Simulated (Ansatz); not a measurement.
C₂H₅BSi: geometry relaxation (part 1 of 2)

System: C₂H₅BSi, SMILES BC=[Si]=C.
Method: RKS PBE0-D4/def2-TZVP (Ansatz 0.2.0).

Figures and captions count atoms from 1; the log counts them from 0 in places.

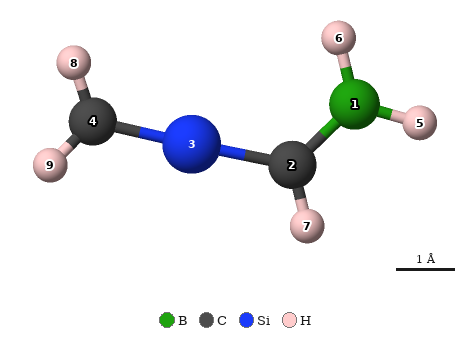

*The structure as given in the input (ball-and-stick view, seen on its broad side; atoms are numbered from 1 in the order of the input).*

### Key numbers

```json
{"quantity": "outcome", "value": "converged"}
{"quantity": "total energy", "value": "−10700.7963 eV"}
{"quantity": "mean-field energy", "value": "−10700.6538 eV"}
{"quantity": "dispersion energy", "value": "−0.1424 eV"}
{"quantity": "SCF solution under orbital rotations", "value": "stable"}
{"quantity": "largest force (length of the vector) at the end", "value": "0.003 eV/Å"}
{"quantity": "dipole moment", "value": "0.69 D"}
{"quantity": "hardware", "value": "2 threads of Arm Neoverse V2, 23 GiB of memory available, shared host"}
{"quantity": "wall time", "value": "1.7 min (CPU time 3.4 min)"}
{"quantity": "peak memory", "value": "0.31 GiB"}
```

### Input
```yaml
crystal:
  periodic: [false, false, false]
  atoms:
    - {symbol: B, position_ang: [-0.262940, 1.817120, -1.016780]}
    - {symbol: C, position_ang: [0.354410, 0.447150, -1.025320]}
    - {symbol: Si, position_ang: [0.183480, -0.737820, 0.293230]}
    - {symbol: C, position_ang: [-0.112960, -1.917810, 1.558480]}
    - {symbol: H, position_ang: [-0.117930, 2.532590, -1.937820]}
    - {symbol: H, position_ang: [-0.890040, 2.188160, -0.088010]}
    - {symbol: H, position_ang: [0.921270, 0.102450, -1.889330]}
    - {symbol: H, position_ang: [-0.560440, -1.614660, 2.494180]}
    - {symbol: H, position_ang: [0.485140, -2.817190, 1.611370]}
basis:
  gaussian: {orbitals: def2-TZVP}
hamiltonian: {xc: pbe0, dispersion: d4}
relax: {f_tol: 0.005, max_steps: 200}
```

Launch command:
```bash
ansatz run in.yaml --threads 2 --pin off --events-out ev --progress --plain --max-ram 4352MiB
```

### Output
```
Functional definition: PBE0
  name "PBE0"
  cite "Adamo & Barone, J. Chem. Phys. 110, 6158 (1999) doi:10.1063/1.478522"
  cite "Perdew, Burke & Ernzerhof, Phys. Rev. Lett. 77, 3865 (1996) doi:10.1103/PhysRevLett.77.3865"
  parent pbe
  parameter a = 0.25
  parameter kappa = 0.804
  parameter beta = 0.06672455060314922
  exchange = (1 - a)*pbe_x(kappa = kappa, mu = beta*pi^2/3) + a*exact_x
  correlation = pbe_c(beta = beta)
1017 factors; their error is unknown
mean field evaluation 1: about -10684.9743 eV, gradient 7.5e1 eV
mean field evaluation 2: about -10656.1060 eV, gradient 1.1e2 eV
mean field evaluation 4: about -10699.1690 eV, gradient 9.0e0 eV
mean field evaluation 8: about -10699.3927 eV, gradient 6.3e-2 eV
mean field evaluation 16: about -10699.4188 eV, gradient 5.1e-4 eV
mean field -10699.41877441 eV, -393.1963876330 hartree, gradient 5.8e-6 eV, S^2 0.000000; 0 other end points of the search recorded, 0 dependent functions left out
the calculation of the forces begins
reference -10699.41880717 eV, -393.1963888371 hartree; 18, 18 occupied and 142, 142 virtual orbitals, 1017 factors
relax step   1: F+E_penalty+E_count = -10699.56255133 eV  Δ(F+E_penalty+E_count) = +0.000e0 eV  max|allowed force component| = 1.424e0 eV/Å  Δτ_max = 0.0000 Å  (32 SCF iters, accepted)
these checks for a lower state are left out or cut short: starts, cluster_reference, orbital_swaps, neighbouring_geometries, increment
1017 factors; their error is unknown
mean field -10699.62504270 eV, -393.2039678531 hartree, gradient 2.2e-5 eV, S^2 0.000000; 0 other end points of the search recorded, 0 dependent functions left out
[... from here on the field's lines of each further geometry are left out, up to the last ...]
relax step   2: F+E_penalty+E_count = -10699.77099025 eV  Δ(F+E_penalty+E_count) = -2.084e-1 eV  max|allowed force component| = 8.831e-1 eV/Å  Δτ_max = 0.1911 Å  (38 SCF iters, accepted)
relax step   3: F+E_penalty+E_count = -10699.88134239 eV  Δ(F+E_penalty+E_count) = -1.104e-1 eV  max|allowed force component| = 1.237e0 eV/Å  Δτ_max = 0.1954 Å  (37 SCF iters, accepted)
relax step   4: F+E_penalty+E_count = -10700.04616870 eV  Δ(F+E_penalty+E_count) = -1.648e-1 eV  max|allowed force component| = 1.076e0 eV/Å  Δτ_max = 0.2000 Å  (37 SCF iters, accepted)
relax step   5: F+E_penalty+E_count = -10700.14268820 eV  Δ(F+E_penalty+E_count) = -9.652e-2 eV  max|allowed force component| = 9.986e-1 eV/Å  Δτ_max = 0.1950 Å  (32 SCF iters, accepted)
relax step   6: F+E_penalty+E_count = -10700.31206974 eV  Δ(F+E_penalty+E_count) = -1.694e-1 eV  max|allowed force component| = 5.357e-1 eV/Å  Δτ_max = 0.2000 Å  (32 SCF iters, accepted)
relax step   7: F+E_penalty+E_count = -10700.35778890 eV  Δ(F+E_penalty+E_count) = -4.572e-2 eV  max|allowed force component| = 1.318e-1 eV/Å  Δτ_max = 0.2000 Å  (32 SCF iters, accepted)
relax step   8: F+E_penalty+E_count = -10700.37266829 eV  Δ(F+E_penalty+E_count) = -1.488e-2 eV  max|allowed force component| = 5.631e-2 eV/Å  Δτ_max = 0.1369 Å  (32 SCF iters, accepted)
relax step   9: F+E_penalty+E_count = -10700.37910052 eV  Δ(F+E_penalty+E_count) = -6.432e-3 eV  max|allowed force component| = 2.555e-1 eV/Å  Δτ_max = 0.1435 Å  (33 SCF iters, accepted)
relax step  10: F+E_penalty+E_count = -10700.36907832 eV  Δ(F+E_penalty+E_count) = +1.002e-2 eV  max|allowed force component| = 3.090e-1 eV/Å  Δτ_max = 0.0703 Å  (32 SCF iters, rejected (line search))
relax step  11: F+E_penalty+E_count = -10700.38364787 eV  Δ(F+E_penalty+E_count) = -4.547e-3 eV  max|allowed force component| = 1.786e-1 eV/Å  Δτ_max = 0.0351 Å  (31 SCF iters, accepted)
relax step  12: F+E_penalty+E_count = -10700.38551223 eV  Δ(F+E_penalty+E_count) = -1.864e-3 eV  max|allowed force component| = 7.958e-2 eV/Å  Δτ_max = 0.0457 Å  (31 SCF iters, accepted)
relax step  13: F+E_penalty+E_count = -10700.38354723 eV  Δ(F+E_penalty+E_count) = +1.965e-3 eV  max|allowed force component| = 2.151e-1 eV/Å  Δτ_max = 0.0379 Å  (32 SCF iters, rejected (line search))
relax step  14: F+E_penalty+E_count = -10700.38680253 eV  Δ(F+E_penalty+E_count) = -1.290e-3 eV  max|allowed force component| = 2.769e-2 eV/Å  Δτ_max = 0.0189 Å  (32 SCF iters, accepted)
relax step  15: F+E_penalty+E_count = -10700.38720755 eV  Δ(F+E_penalty+E_count) = -4.050e-4 eV  max|allowed force component| = 4.726e-2 eV/Å  Δτ_max = 0.0300 Å  (32 SCF iters, accepted)
relax step  16: F+E_penalty+E_count = -10700.38739431 eV  Δ(F+E_penalty+E_count) = -1.868e-4 eV  max|allowed force component| = 9.488e-2 eV/Å  Δτ_max = 0.0338 Å  (32 SCF iters, accepted)
relax step  17: F+E_penalty+E_count = -10700.38778279 eV  Δ(F+E_penalty+E_count) = -3.885e-4 eV  max|allowed force component| = 7.075e-2 eV/Å  Δτ_max = 0.0104 Å  (33 SCF iters, accepted)
relax step  18: F+E_penalty+E_count = -10700.38808213 eV  Δ(F+E_penalty+E_count) = -2.993e-4 eV  max|allowed force component| = 4.379e-2 eV/Å  Δτ_max = 0.0259 Å  (32 SCF iters, accepted)
relax step  19: F+E_penalty+E_count = -10700.38836380 eV  Δ(F+E_penalty+E_count) = -2.817e-4 eV  max|allowed force component| = 4.184e-2 eV/Å  Δτ_max = 0.0367 Å  (32 SCF iters, accepted)
relax step  20: F+E_penalty+E_count = -10700.38896384 eV  Δ(F+E_penalty+E_count) = -6.000e-4 eV  max|allowed force component| = 7.849e-2 eV/Å  Δτ_max = 0.0681 Å  (31 SCF iters, accepted)
relax step  21: F+E_penalty+E_count = -10700.39045105 eV  Δ(F+E_penalty+E_count) = -1.487e-3 eV  max|allowed force component| = 2.293e-1 eV/Å  Δτ_max = 0.1054 Å  (32 SCF iters, accepted)
relax step  22: F+E_penalty+E_count = -10700.39303947 eV  Δ(F+E_penalty+E_count) = -2.588e-3 eV  max|allowed force component| = 2.383e-1 eV/Å  Δτ_max = 0.0662 Å  (34 SCF iters, accepted)
relax step  23: F+E_penalty+E_count = -10700.39765369 eV  Δ(F+E_penalty+E_count) = -4.614e-3 eV  max|allowed force component| = 2.330e-1 eV/Å  Δτ_max = 0.0958 Å  (33 SCF iters, accepted)
relax step  24: F+E_penalty+E_count = -10700.40793258 eV  Δ(F+E_penalty+E_count) = -1.028e-2 eV  max|allowed force component| = 8.429e-1 eV/Å  Δτ_max = 0.1948 Å  (37 SCF iters, accepted)
relax step  25: F+E_penalty+E_count = -10700.45477245 eV  Δ(F+E_penalty+E_count) = -4.684e-2 eV  max|allowed force component| = 1.057e0 eV/Å  Δτ_max = 0.1950 Å  (38 SCF iters, accepted)
relax step  26: F+E_penalty+E_count = -10700.54440549 eV  Δ(F+E_penalty+E_count) = -8.963e-2 eV  max|allowed force component| = 1.009e0 eV/Å  Δτ_max = 0.1907 Å  (38 SCF iters, accepted)
relax step  27: F+E_penalty+E_count = -10700.65925307 eV  Δ(F+E_penalty+E_count) = -1.148e-1 eV  max|allowed force component| = 9.590e-1 eV/Å  Δτ_max = 0.2000 Å  (37 SCF iters, accepted)
relax step  28: F+E_penalty+E_count = -10700.74759305 eV  Δ(F+E_penalty+E_count) = -8.834e-2 eV  max|allowed force component| = 4.879e-1 eV/Å  Δτ_max = 0.2000 Å  (32 SCF iters, accepted)
relax step  29: F+E_penalty+E_count = -10700.78534934 eV  Δ(F+E_penalty+E_count) = -3.776e-2 eV  max|allowed force component| = 2.794e-1 eV/Å  Δτ_max = 0.1374 Å  (32 SCF iters, accepted)
relax step  30: F+E_penalty+E_count = -10700.79439057 eV  Δ(F+E_penalty+E_count) = -9.041e-3 eV  max|allowed force component| = 8.850e-2 eV/Å  Δτ_max = 0.0741 Å  (32 SCF iters, accepted)
relax step  31: F+E_penalty+E_count = -10700.79575423 eV  Δ(F+E_penalty+E_count) = -1.364e-3 eV  max|allowed force component| = 6.935e-2 eV/Å  Δτ_max = 0.0293 Å  (33 SCF iters, accepted)
relax step  32: F+E_penalty+E_count = -10700.79613917 eV  Δ(F+E_penalty+E_count) = -3.849e-4 eV  max|allowed force component| = 2.228e-2 eV/Å  Δτ_max = 0.0136 Å  (34 SCF iters, accepted)
relax step  33: F+E_penalty+E_count = -10700.79621348 eV  Δ(F+E_penalty+E_count) = -7.432e-5 eV  max|allowed force component| = 1.872e-2 eV/Å  Δτ_max = 0.0038 Å  (35 SCF iters, accepted)
relax step  34: F+E_penalty+E_count = -10700.79623125 eV  Δ(F+E_penalty+E_count) = -1.777e-5 eV  max|allowed force component| = 2.694e-2 eV/Å  Δτ_max = 0.0039 Å  (35 SCF iters, accepted)
the calculation of the forces begins
reference -10700.65384814 eV, -393.2417757553 hartree; 18, 18 occupied and 142, 142 virtual orbitals, 1017 factors
relax step  35: F+E_penalty+E_count = -10700.79625827 eV  Δ(F+E_penalty+E_count) = -2.702e-5 eV  max|allowed force component| = 2.756e-3 eV/Å  Δτ_max = 0.0017 Å  (35 SCF iters, accepted)
```

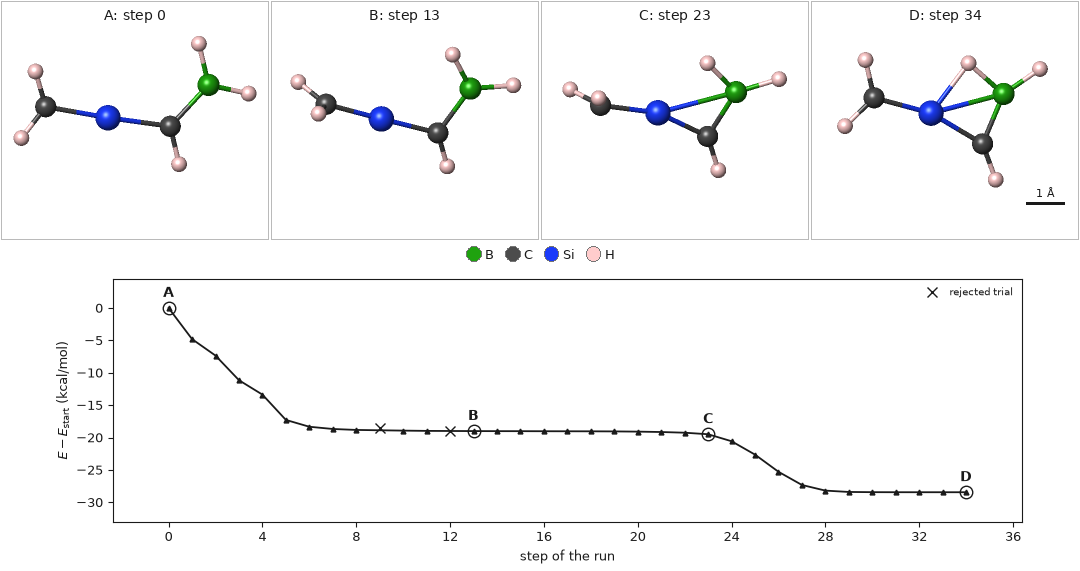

*Frames of the relaxation (ball-and-stick view, seen at a tilt) above the curves, on which the letters mark them (the first geometry is step 0 here and step 1 in the log).*

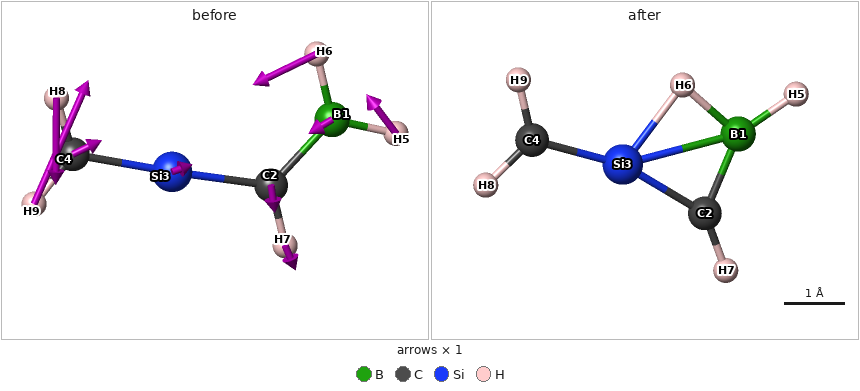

*Before (left) and after (right) the relaxation, at one scale (ball-and-stick view, seen at a tilt). The pink arrows give the displacements, at true length.*

Over 34 geometry steps the energy falls by 28.4 kcal/mol. The largest force component goes from 1.4 to 0.0028 eV/Å. The line search rejected the trial steps at points 9, 12 (counted from 0) and went back. The largest move after the best rigid fit is that of H9, 2.27 Å. By element the largest moves are H 2.27 Å, C 0.54 Å, B 0.47 Å, Si 0.38 Å. Among the contacts that change: Si3–H6 3.140 → 1.659 Å, B1–Si3 2.906 → 2.066 Å, B1–H6 1.180 → 1.343 Å, Si3–C4 1.755 → 1.688 Å. New bonds form: B1–Si3 (2.91 → 2.07 Å), Si3–H6 (3.14 → 1.66 Å). Among the angles that change: B1–C2–Si3 124.3° → 80.6°, Si3–C2–H7 115.3° → 143.4°, C2–B1–H5 120.0° → 144.6°. (Atoms are counted from 1 in the order of the input.)

```
1017 factors; their error is unknown
mean field -10700.65381664 eV, -393.2417745980 hartree, gradient 4.4e-5 eV, S^2 0.000000; 1 other end points of the search recorded, 0 dependent functions left out
the calculation of the forces begins
reference -10700.65384814 eV, -393.2417757553 hartree; 18, 18 occupied and 142, 142 virtual orbitals, 1017 factors
Total energy: -10700.79628976 eV, -393.2470103885 hartree
Atom 0 at     0.103971     1.407534    -0.851736 Å, force    -0.001321     0.002756    -0.000709 eV/Å
Atom 1 at     0.055894     0.140889    -1.543996 Å, force    -0.000366     0.002344     0.001582 eV/Å
Atom 2 at    -0.025945    -0.425828     0.091285 Å, force    -0.000743    -0.001772     0.001179 eV/Å
Atom 3 at    -0.120541    -1.361311     1.493749 Å, force    -0.001684     0.000945     0.001145 eV/Å
Atom 4 at     0.172369     2.584614    -0.992105 Å, force     0.000723    -0.001469     0.000129 eV/Å
Atom 5 at     0.050709     1.187136     0.471844 Å, force     0.000829    -0.001912    -0.001563 eV/Å
Atom 6 at     0.069474    -0.181296    -2.569521 Å, force     0.000748    -0.001097    -0.000066 eV/Å
Atom 7 at    -0.179008    -2.439735     1.423574 Å, force     0.001229     0.000266    -0.001102 eV/Å
Atom 8 at    -0.126935    -0.912013     2.476905 Å, force     0.000585    -0.000061    -0.000596 eV/Å
Dipole moment:     0.007975     0.093240    -0.107862 e Å
```

### Trajectory as extended XYZ (Å, eV, eV/Å), 35 frames, from step=1 to step=35
```
9
Properties=species:S:1:pos:R:3:forces:R:3 step=1 energy=-10699.56255
B    -0.2629    1.8171   -1.0168    0.1721  -0.9471   0.6158
C     0.3544    0.4471   -1.0253   -0.1410  -0.7453   0.6232
Si    0.1835   -0.7378    0.2932   -0.2003  -0.0232   0.3887
C    -0.1130   -1.9178    1.5585    0.4181   1.3736  -1.4244
H    -0.1179    2.5326   -1.9378    0.1190   0.2524  -0.4805
H    -0.8900    2.1882   -0.0880   -0.2894   0.2005   0.3938
H     0.9213    0.1024   -1.8893    0.0234  -0.2020   0.0704
H    -0.5604   -1.6147    2.4942   -0.2277   0.1872   0.0229
H     0.4851   -2.8172    1.6114    0.1257  -0.0960  -0.2097
9
Properties=species:S:1:pos:R:3:forces:R:3 step=2 energy=-10699.77099
B    -0.2379    1.7825   -0.9546    0.0770  -0.4754   0.1409
C     0.3432    0.4063   -1.0528    0.2065  -0.4131   0.3495
Si    0.2187   -0.7039    0.2871   -0.3156  -0.0705   0.1537
C    -0.0515   -1.8423    1.5391   -0.3374   0.8831  -0.0696
H    -0.1162    2.5070   -1.8924   -0.0394   0.1307  -0.1237
H    -0.8641    2.1453   -0.0033    0.0425   0.0660   0.2028
H     0.8665    0.0315   -1.9336   -0.1439   0.0054   0.0384
H    -0.7195   -1.5921    2.3906    0.3996  -0.2673  -0.7641
H     0.5608   -2.7343    1.6199    0.1106   0.1410   0.0720
9
Properties=species:S:1:pos:R:3:forces:R:3 step=3 energy=-10699.88134
B    -0.2132    1.7638   -0.9178    0.1052  -0.0931  -0.0095
C     0.3558    0.3888   -1.0602    0.3319  -0.4139  -0.0951
Si    0.2230   -0.6958    0.2743   -0.3002   0.1194  -0.0527
C    -0.0474   -1.8191    1.5075   -0.6671   0.0946   0.9696
H    -0.1337    2.4921   -1.8681   -0.1449   0.0454   0.0432
H    -0.7868    2.1360    0.0732    0.1901  -0.0192   0.0561
H     0.7849   -0.0237   -1.9813   -0.2645   0.1835   0.1875
H    -0.8711   -1.6245    2.2717    1.1103  -0.5280  -1.2375
H     0.6886   -2.6176    1.7007   -0.3608   0.6114   0.1384
9
Properties=species:S:1:pos:R:3:forces:R:3 step=4 energy=-10700.04617
B    -0.1517    1.7689   -0.9049   -0.3549  -0.1436  -0.0923
C     0.4076    0.3920   -1.0638    0.4055  -0.4091  -0.2614
Si    0.1986   -0.6619    0.2809   -0.0679   0.1550  -0.0845
C    -0.0778   -1.8200    1.4796   -0.5672   0.0034   0.9293
H    -0.3062    2.4530   -1.8920    0.1141  -0.0336   0.3061
H    -0.6049    2.1238    0.1554    0.2134   0.1124  -0.0077
H     0.7617   -0.0529   -2.0006   -0.3034   0.1712   0.1733
H    -0.9770   -1.7178    2.1582    1.0760  -0.4194  -0.9943
H     0.7498   -2.4852    1.7872   -0.5156   0.5636   0.0315
9
Properties=species:S:1:pos:R:3:forces:R:3 step=5 energy=-10700.14269
B    -0.2153    1.7185   -0.9127    0.7875   0.5729   0.4532
C     0.4541    0.3856   -1.0718   -0.2334  -0.4396  -0.5943
Si    0.2095   -0.6440    0.2797   -0.1868   0.0642  -0.0013
C    -0.0735   -1.8035    1.4757   -0.2549  -0.1399   0.7115
H    -0.3214    2.4669   -1.8662   -0.2872  -0.3448   0.2976
H    -0.4672    2.1389    0.2116   -0.1082  -0.2093  -0.4480
H     0.6749   -0.0850   -2.0395   -0.0605   0.2194   0.3198
H    -1.0522   -1.8307    2.0181    0.9986  -0.1854  -0.6407
H     0.7910   -2.3467    1.9052   -0.6553   0.4625  -0.0979
9
Properties=species:S:1:pos:R:3:forces:R:3 step=6 energy=-10700.31207
B    -0.1486    1.7151   -0.8804    0.2399   0.1741  -0.0512
C     0.4135    0.3464   -1.1212   -0.0940  -0.1070  -0.1381
Si    0.1696   -0.6250    0.2641   -0.0100  -0.0490  -0.0832
C    -0.0663   -1.7573    1.4881   -0.2108  -0.2159   0.3683
H    -0.3429    2.4590   -1.8081   -0.0804  -0.0642   0.1464
H    -0.3824    2.1015    0.2399   -0.0216  -0.0891  -0.0423
H     0.6285   -0.0988   -2.0900   -0.0290   0.0758   0.0925
H    -1.0678   -1.9618    1.8939    0.5357   0.0407  -0.2284
H     0.7965   -2.1789    2.0138   -0.3298   0.2347  -0.0640
9
Properties=species:S:1:pos:R:3:forces:R:3 step=7 energy=-10700.35779
B    -0.1167    1.7136   -0.8709    0.0023   0.0512  -0.0941
C     0.3511    0.3178   -1.1580   -0.0063  -0.0051  -0.0622
Si    0.1431   -0.6424    0.2363    0.0134  -0.1318   0.0238
C    -0.0579   -1.7490    1.4906    0.0056  -0.0227   0.1088
H    -0.3068    2.4935   -1.7629    0.0218   0.0221   0.0539
H    -0.3300    2.0661    0.2610   -0.0161  -0.0559   0.0311
H     0.5799   -0.1096   -2.1281   -0.0177   0.0387   0.0147
H    -1.0449   -2.0756    1.8050    0.0975   0.0455  -0.0359
H     0.7822   -2.0147    2.1270   -0.1005   0.0580  -0.0401
9
Properties=species:S:1:pos:R:3:forces:R:3 step=8 energy=-10700.37267
B    -0.1139    1.7078   -0.8700   -0.0033  -0.0238   0.0292
C     0.2856    0.2959   -1.1880    0.0052   0.0057  -0.0501
Si    0.1161   -0.6761    0.2048    0.0075  -0.0563  -0.0029
C    -0.0435   -1.7369    1.5019    0.0093   0.0527   0.0113
H    -0.1882    2.5473   -1.7206    0.0111   0.0233  -0.0089
H    -0.3822    2.0120    0.2654   -0.0003  -0.0303   0.0069
H     0.5523   -0.1100   -2.1568   -0.0117   0.0290  -0.0026
H    -1.0154   -2.1125    1.7956   -0.0162  -0.0125   0.0039
H     0.7892   -1.9276    2.1678   -0.0016   0.0123   0.0131
9
Properties=species:S:1:pos:R:3:forces:R:3 step=9 energy=-10700.37910
B    -0.1048    1.6778   -0.8493    0.0084  -0.2555   0.0237
C     0.2579    0.2704   -1.2451   -0.0912   0.0225   0.0354
Si    0.1131   -0.7246    0.1412   -0.0042   0.0607  -0.0099
C    -0.0389   -1.6872    1.5165    0.0070   0.1056  -0.0662
H    -0.1071    2.5837   -1.6334    0.0020  -0.0036   0.0149
H    -0.4122    1.8825    0.2969    0.0099   0.0881   0.0400
H     0.5162   -0.0891   -2.2331    0.0662  -0.0080   0.0202
H    -0.9978   -2.1165    1.7812    0.0089  -0.0025  -0.0076
H     0.7736   -1.7970    2.2251   -0.0068  -0.0073  -0.0504
```
